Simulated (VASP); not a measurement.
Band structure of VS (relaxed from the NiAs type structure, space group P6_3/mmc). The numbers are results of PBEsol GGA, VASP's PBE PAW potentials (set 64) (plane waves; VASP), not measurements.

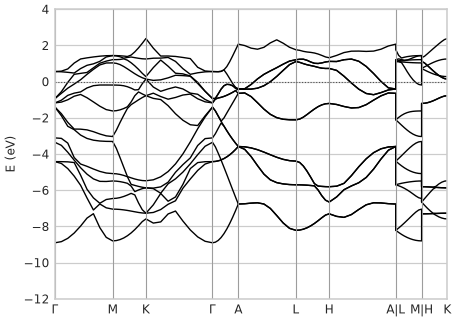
Bands along high-symmetry lines, zero at the valence-band maximum or, without a gap, the Fermi level

Question: Read the plot: is there a gap, and where are the band edges?

Answer: It has no gap at this level: it comes out as a metal or semimetal. (Edges off the drawn lines would not show.)

The structure was generated: VS was put into the NiAs type type (P6_3/mmc), which need not be its known phase. It was relaxed first, which changed the volume by -39 %. The run is not spin-polarised, so no magnetic state was tried.
